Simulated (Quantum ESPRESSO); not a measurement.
**The states of the two spins in YCrO4**

Where do the states of the two spins of YCrO4 lie?

Calculated with Quantum ESPRESSO 7.5; LDA with U = 3.5 eV on Cr d (ortho-atomic projectors); plane waves with GBRV 1.5 LDA potentials, no spin-orbit coupling.

**1. The structure**

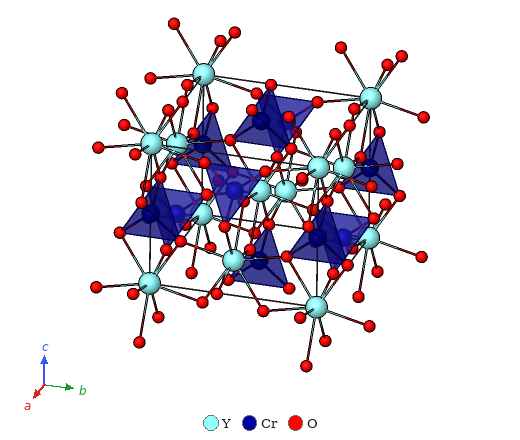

The starting structure, seen slightly off an axis (yttrium light teal, chromium blue, oxygen red). This picture shows the conventional cell, with its axes. Some periodic images of atoms are drawn too.

The cell comes from the Crystallography Open Database.

**2. The magnetic state**

This state came out lowest in a comparison of starts that is told elsewhere.

pw.in

```
&CONTROL
  calculation = 'scf'
  prefix = 'pwscf'
  outdir = './tmp'
  pseudo_dir = './pseudo'
  disk_io = 'low'
/
&SYSTEM
  ibrav = 0
  celldm(1) = 8
  nat = 12
  ntyp = 3
  ecutwfc = 40
  ecutrho = 280
  nbnd = 71
  occupations = 'smearing'
  smearing = 'fd'
  degauss = 0.00367493
  nspin = 2
  starting_magnetization(1) = 0
  starting_magnetization(2) = 0.2143
  starting_magnetization(3) = 0
/
&ELECTRONS
  conv_thr = 2.4d-08
  electron_maxstep = 150
  mixing_beta = 0.3
/
ATOMIC_SPECIES
Y      88.9058 y_lda_v1.4.uspp.F.UPF
Cr     51.9961 cr_lda_v1.5.uspp.F.UPF
O      15.9990 o_lda_v1.2.uspp.F.UPF
CELL_PARAMETERS alat
  -0.8399832623962    0.8399832623962    0.7382923753147
   0.8399832623962   -0.8399832623962    0.7382923753147
   0.8399832623962    0.8399832623962   -0.7382923753147
ATOMIC_POSITIONS crystal
Y       0.0000000000    0.0000000000    0.0000000000
Y       0.7500000000    0.2500000000    0.5000000000
Cr      0.5000000000    0.5000000000    0.0000000000
Cr      0.2500000000    0.7500000000    0.5000000000
O       0.5140000000    0.3320000000    0.1820000000
O       0.0820000000    0.4000000000    0.3180000000
O       0.1500000000    0.3320000000    0.8180000000
O       0.0820000000    0.7640000000    0.6820000000
O       0.2360000000    0.9180000000    0.3180000000
O       0.6680000000    0.4860000000    0.8180000000
O       0.6000000000    0.9180000000    0.6820000000
O       0.6680000000    0.8500000000    0.1820000000
K_POINTS automatic
4 4 4 0 0 0
HUBBARD {ortho-atomic}
U Cr-3d 3.5000
```

Command:

```console
$ OMP_NUM_THREADS=1 mpirun -n 4 pw.x -nk 4 -in pw.in > pw.out
```

The log of the run:

```text
Program PWSCF v.7.5 starts

     Message from routine setup:
     using ibrav=0 with symmetry is DISCOURAGED, use correct ibrav instead

     K-points division:     npool     =       4
     Subspace diagonalization in iterative solution of the eigenvalue problem:

     bravais-lattice index     =            0
     lattice parameter (alat)  =       8.0000  a.u.
     unit-cell volume          =    1066.8408 (a.u.)^3
     number of atoms/cell      =           12
     number of atomic types    =            3
     number of electrons       =        98.00
     number of Kohn-Sham states=           71
     kinetic-energy cutoff     =      40.0000  Ry
     charge density cutoff     =     280.0000  Ry
     scf convergence threshold =      2.4E-08
     mixing beta               =       0.3000
     number of iterations used =            8  plain     mixing
     Exchange-correlation= SLA  PZ   NOGX NOGC
                           (   1   1   0   0   0   0   0)
     Hubbard projectors: ortho-atomic
     Hubbard parameters of DFT+U (Dudarev formulation) in eV:
     U(Cr-3d) =  3.5000

     Internal variables: lda_plus_u =T, lda_plus_u_kind = 0

     Internal variables: orbital_resolved =F, hub_pot_fix =F, apply_U = F

     celldm(1)=   8.000000  celldm(2)=   0.000000  celldm(3)=   0.000000
     celldm(4)=   0.000000  celldm(5)=   0.000000  celldm(6)=   0.000000

     crystal axes: (cart. coord. in units of alat)
               a(1) = (  -0.839983   0.839983   0.738292 )
               a(2) = (   0.839983  -0.839983   0.738292 )
               a(3) = (   0.839983   0.839983  -0.738292 )

     reciprocal axes: (cart. coord. in units 2 pi/alat)
               b(1) = ( -0.000000  0.595250  0.677238 )
               b(2) = (  0.595250 -0.000000  0.677238 )
               b(3) = (  0.595250  0.595250  0.000000 )

     PseudoPot. # 1 for Y  read from file:
     y_lda_v1.4.uspp.F.UPF
     Pseudo is Ultrasoft + core correction, Zval = 11.0

     PseudoPot. # 2 for Cr read from file:
     cr_lda_v1.5.uspp.F.UPF
     Pseudo is Ultrasoft + core correction, Zval = 14.0

     PseudoPot. # 3 for O  read from file:
     o_lda_v1.2.uspp.F.UPF
     Pseudo is Ultrasoft + core correction, Zval =  6.0

     atomic species   valence    mass     pseudopotential
     Y                11.00    88.90580     Y ( 1.00)
     Cr               14.00    51.99610     Cr( 1.00)
     O                 6.00    15.99900     O ( 1.00)

     Starting magnetic structure
     atomic species   magnetization
     Y               0.000
     Cr              0.214
     O               0.000

     16 Sym. Ops., with inversion, found ( 8 have fractional translation)

   Cartesian axes

     site n.     atom                  positions (alat units)
         1        Y      tau(   1) = (   0.0000000   0.0000000   0.0000000  )
         2        Y      tau(   2) = (   0.0000000   0.8399833   0.3691462  )
         3        Cr     tau(   3) = (   0.0000000   0.0000000   0.7382924  )
         4        Cr     tau(   4) = (   0.8399833   0.0000000   0.3691462  )
         5        O      tau(   5) = (   0.0000000   0.3057539   0.4902261  )
         6        O      tau(   6) = (   0.5342294  -0.0000000   0.1210799  )
         7        O      tau(   7) = (   0.8399833   0.5342294  -0.2480662  )
         8        O      tau(   8) = (   1.1457372   0.0000000   0.1210799  )
         9        O      tau(   9) = (   0.8399833  -0.3057539   0.6172124  )
        10        O      tau(  10) = (   0.5342294   0.8399833   0.2480662  )
        11        O      tau(  11) = (   0.8399833   0.3057539   0.6172124  )
        12        O      tau(  12) = (   0.3057539   0.0000000   0.9863586  )

     number of k points=    13  Fermi-Dirac smearing, width (Ry)=  0.0037
                       cart. coord. in units 2pi/alat
        k(    1) = (   0.0000000   0.0000000   0.0000000), wk =   0.0156250
        k(    2) = (   0.1488125   0.1488125   0.0000000), wk =   0.0625000
        k(    3) = (  -0.2976250  -0.2976250   0.0000000), wk =   0.0312500
        k(    4) = (   0.1488125  -0.0000000   0.1693096), wk =   0.1250000
        k(    5) = (   0.2976250   0.1488125   0.1693096), wk =   0.2500000
        [... 8 further k-points ...]

     Dense  grid:    84471 G-vectors     FFT dimensions: (  60,  60,  60)

     Smooth grid:    36447 G-vectors     FFT dimensions: (  48,  48,  48)

     Check: negative core charge=   -0.000005
     Generating pointlists ...
     new r_m :   0.2260 (alat units)  1.8077 (a.u.) for type    1
     new r_m :   0.1624 (alat units)  1.2993 (a.u.) for type    2
     new r_m :   0.1624 (alat units)  1.2993 (a.u.) for type    3

     Initial potential from superposition of free atoms

     starting charge      95.9924, renormalised to      98.0000

     negative rho (up, down):  1.414E-03 9.026E-04

     STARTING HUBBARD OCCUPATIONS:

     =================== HUBBARD OCCUPATIONS ===================
     ------------------------ ATOM    3 ------------------------
     Tr[ns(  3)] (up, down, total) =   3.40000  0.00000  3.40000
     Atomic magnetic moment for atom   3 =   3.40000
     [... lines left out ...]
     ------------------------ ATOM    4 ------------------------
     Tr[ns(  4)] (up, down, total) =   3.40000  0.00000  3.40000
     Atomic magnetic moment for atom   4 =   3.40000
     [... lines left out ...]
     Number of occupied Hubbard levels =    6.8000

     Atomic wfc used for Hubbard projectors are orthogonalized

     Starting wfcs are   78 randomized atomic wfcs

     Self-consistent Calculation

     iteration #  1     ecut=    40.00 Ry     beta= 0.30
     Davidson diagonalization with overlap
     ethr =  1.00E-02,  avg # of iterations =  3.5

     =================== HUBBARD OCCUPATIONS ===================
     ------------------------ ATOM    3 ------------------------
     Tr[ns(  3)] (up, down, total) =   2.31452  0.82209  3.13661
     Atomic magnetic moment for atom   3 =   1.49243
     [... lines left out ...]
     ------------------------ ATOM    4 ------------------------
     Tr[ns(  4)] (up, down, total) =   2.31452  0.82209  3.13661
     Atomic magnetic moment for atom   4 =   1.49243
     [... lines left out ...]
     Number of occupied Hubbard levels =    6.2732

     negative rho (up, down):  1.298E-03 1.616E-03

     total energy              =    -794.63740771 Ry
     estimated scf accuracy    <       3.69715226 Ry

     total magnetization       =     2.00 Bohr mag/cell
     absolute magnetization    =     3.82 Bohr mag/cell

     iteration #  2     ecut=    40.00 Ry     beta= 0.30
     Davidson diagonalization with overlap
     ethr =  3.77E-03,  avg # of iterations =  2.0

     negative rho (up, down):  9.097E-04 1.646E-03

     total energy              =    -795.04134118 Ry
     estimated scf accuracy    <       3.06641120 Ry

     total magnetization       =     2.00 Bohr mag/cell
     absolute magnetization    =     4.02 Bohr mag/cell

     [... further iterations left out ...]

     iteration # 15     ecut=    40.00 Ry     beta= 0.30
     Davidson diagonalization with overlap
     ethr =  2.72E-10,  avg # of iterations =  1.7

     negative rho (up, down):  4.943E-04 2.358E-03

     total energy              =    -795.51639955 Ry
     estimated scf accuracy    <       0.00000005 Ry

     total magnetization       =     2.00 Bohr mag/cell
     absolute magnetization    =     2.49 Bohr mag/cell

     iteration # 16     ecut=    40.00 Ry     beta= 0.30
     Davidson diagonalization with overlap
     ethr =  4.99E-11,  avg # of iterations =  2.2

     negative rho (up, down):  4.945E-04 2.358E-03

     Magnetic moment per site  (integrated on atomic sphere of radius R)
     atom   1 (R=0.226)  charge=  7.3614  magn=  0.0122
     atom   2 (R=0.226)  charge=  7.3614  magn=  0.0122
     atom   3 (R=0.162)  charge=  9.8116  magn=  0.7775
     atom   4 (R=0.162)  charge=  9.8116  magn=  0.7775
     atom   5 (R=0.162)  charge=  4.5977  magn= -0.0066
     atom   6 (R=0.162)  charge=  4.5977  magn= -0.0066
     atom   7 (R=0.162)  charge=  4.5977  magn= -0.0066
     atom   8 (R=0.162)  charge=  4.5977  magn= -0.0066
     atom   9 (R=0.162)  charge=  4.5977  magn= -0.0066
     atom  10 (R=0.162)  charge=  4.5977  magn= -0.0066
     atom  11 (R=0.162)  charge=  4.5977  magn= -0.0066
     atom  12 (R=0.162)  charge=  4.5977  magn= -0.0066

     End of self-consistent calculation

     =================== HUBBARD OCCUPATIONS ===================
     ------------------------ ATOM    3 ------------------------
     Tr[ns(  3)] (up, down, total) =   2.59102  1.59936  4.19038
     Atomic magnetic moment for atom   3 =   0.99165
     [... lines left out ...]
     ------------------------ ATOM    4 ------------------------
     Tr[ns(  4)] (up, down, total) =   2.59102  1.59936  4.19038
     Atomic magnetic moment for atom   4 =   0.99165
     [... lines left out ...]
     Number of occupied Hubbard levels =    8.3808

     [... lines left out ...]
     the Fermi energy is     8.1278 ev

!    total energy              =    -795.51639958 Ry
     estimated scf accuracy    <       0.00000001 Ry
     smearing contrib. (-TS)   =      -0.00063811 Ry
     internal energy E=F+TS    =    -795.51576147 Ry

     The total energy is F=E-TS. E is the sum of the following terms:
     one-electron contribution =    -395.31752189 Ry
     hartree contribution      =     239.82005061 Ry
     xc contribution           =    -156.28962414 Ry
     ewald contribution        =    -484.25785800 Ry
     Hubbard energy            =       0.52919195 Ry

     total magnetization       =     2.00 Bohr mag/cell
     absolute magnetization    =     2.49 Bohr mag/cell

     convergence has been achieved in  16 iterations

=------------------------------------------------------------------------------=
   JOB DONE.
=------------------------------------------------------------------------------=
```

The job ended after 78 s (4 MPI ranks of Arm Neoverse V2, shared host; peak memory 0.91 GiB; 5.2 min of CPU time).

Spin moment in the atom's sphere by atom:

```csv
atom,spin moment in the atom's sphere (μB)
Y1,0.012
Y2,0.012
Cr3,0.777
Cr4,0.777
O5,-0.007
O6,-0.007
O7,-0.007
O8,-0.007
O9,-0.007
O10,-0.007
O11,-0.007
O12,-0.007
```

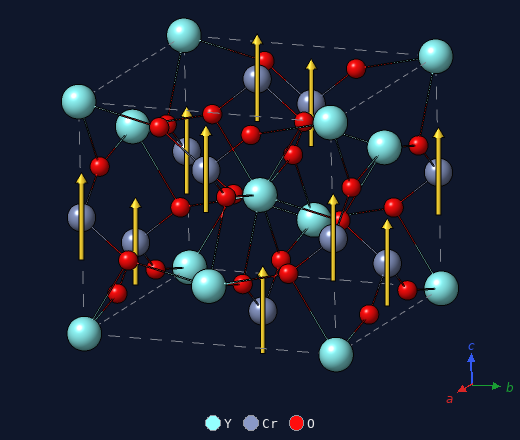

Spin moment in the atom's sphere as arrows, the longest 0.777 μB. Up and down stand for the sign. Arrows give size and sign along the axis of quantisation, drawn up and down the page. Some periodic images of atoms are drawn too.

Numbers from this step:

| Quantity | Value |
| --- | --- |
| smearing term TS | 0.008682 eV |
| magnetization | 2 μB |
| absolute magnetization | 2.488 μB |
| final state | ferromagnetic |

[end of part 1 of 2]

[Logs and program files are shortened in this print: banners, set-up blocks, solver, clock and traceback lines can be left out without a mark of their own.]

[Logs are printed without paths, hosts, clocks, repeated set-up lines and the standing remarks that a program may print on its own settings, such as how far it seeks lower states.]

[Hosts, paths, dates, database ids (printed as entryN), source tags and the programs' standing remarks are cut or masked in the printed files.]

[Where a cell is said to come from a database of computed structures, the database is the Materials Project.]
